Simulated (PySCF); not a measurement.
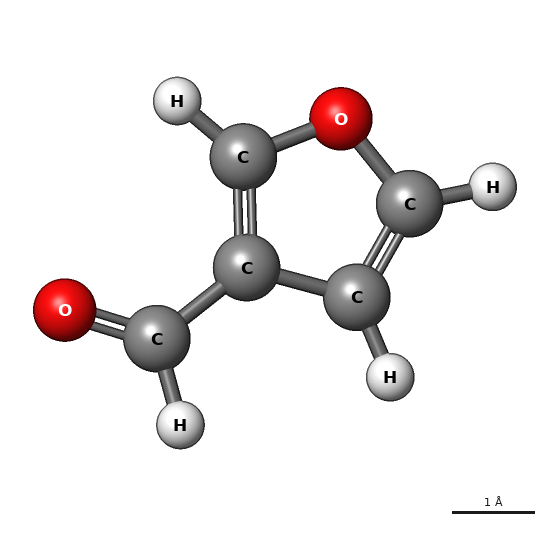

A ball-and-stick model of a molecule. Double and triple bonds are drawn as two and three sticks.

Computed geometry: GFN2-xTB optimisation. No frequency run is at hand to confirm it as a minimum.

Count the atoms of each element.

C5H4O2, 11 atoms: 5 carbon, 4 hydrogen and 2 oxygen.

How many bonds of each kind are drawn?

4 C–C, 4 C–H, 3 C–O.

Describe its rings.

Independent rings (smallest set): 1 of 5 members, 1 of them aromatic.

More results for the same structure follow; atom numbers are the same in all pictures, views and colours differ.

## Geometry

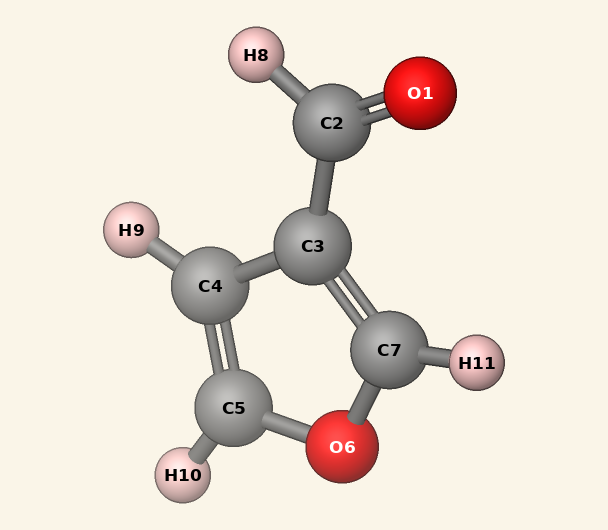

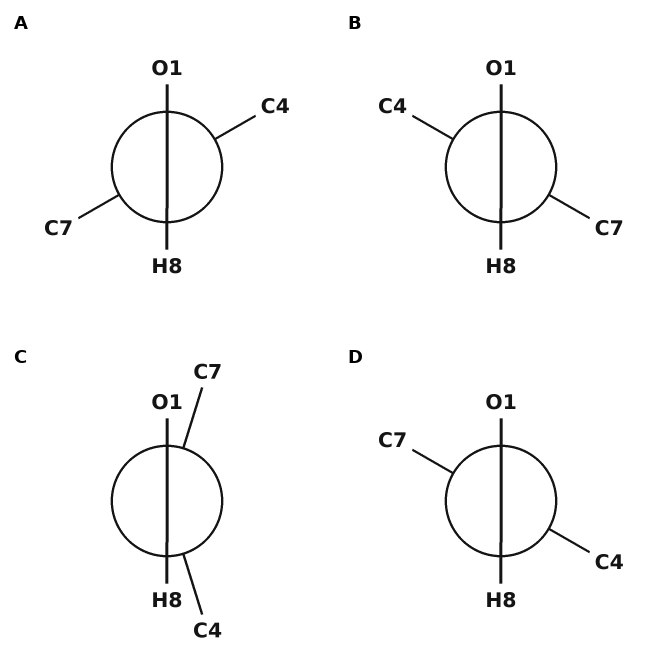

Depth is shown by fading: the farther an atom, the more it takes the colour of the background. Bonds that would overlap in a projection are set slightly apart. No frequency run is at hand to confirm it as a minimum.

Which Newman projection shows the view along C2–C3, with C2 in front?

C. The torsion angle O1–C2–C3–C4 is 180°, antiperiplanar (anti).

## Quadrupole coupling

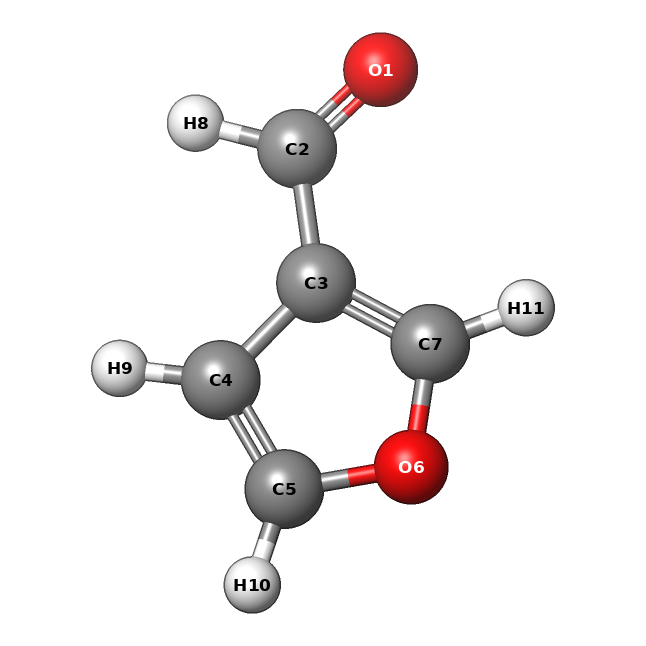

No frequency run is at hand to confirm it as a minimum. Electric field gradients from the ground-state density, PBE0/pcSseg-1 (PySCF 2.14.0), non-relativistic apart from any core potentials.

Give the largest field-gradient component, the quadrupole coupling constant and the asymmetry for 17O at O1 (Q = −25.6 mb), 17O at O6 (Q = −25.6 mb).

```csv
atom,V_zz (a.u.),e²qQ/h (MHz),η
O1,−2.007,12.07,0.48
O6,1.385,−8.33,0.16
```

## NMR shielding

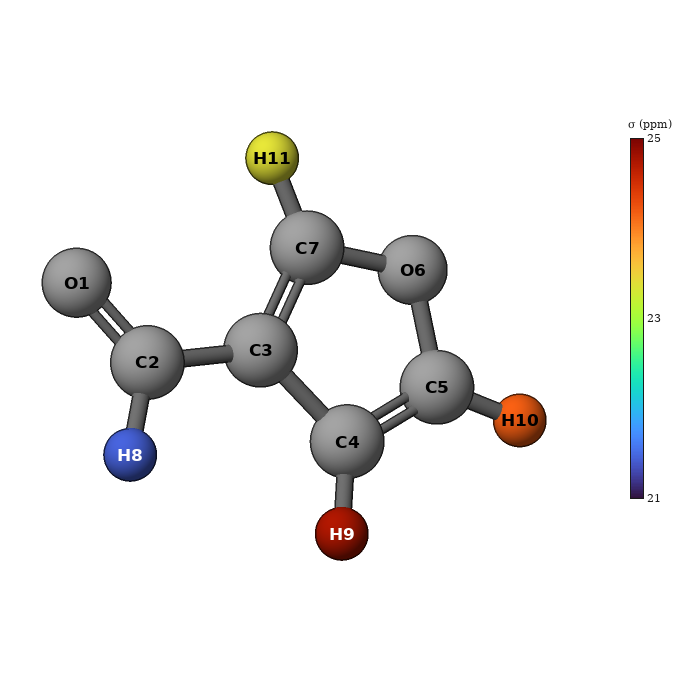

Atoms are coloured by their isotropic NMR shieldings (H only, the others grey). No frequency run is at hand to confirm it as a minimum. Level of theory: GIAO PBE0/pcSseg-1 NMR shielding, non-relativistic, gas phase (PySCF 2.14.0).

Give the isotropic NMR shieldings of the H atoms atom by atom.

```tsv
atom	σ (ppm)
H8	21.45
H9	24.74
H10	24.18
H11	23.38
```

## Electronic properties

No frequency run is at hand to confirm it as a minimum. Method: PBE0/pcSseg-1, gas phase (PySCF 2.14.0).

Estimate the dipole moment.

3.17 D.

What is the LUMO energy (Kohn–Sham orbital)?

−1.55 eV.

What is the HOMO energy (Kohn–Sham orbital)?

−7.28 eV.
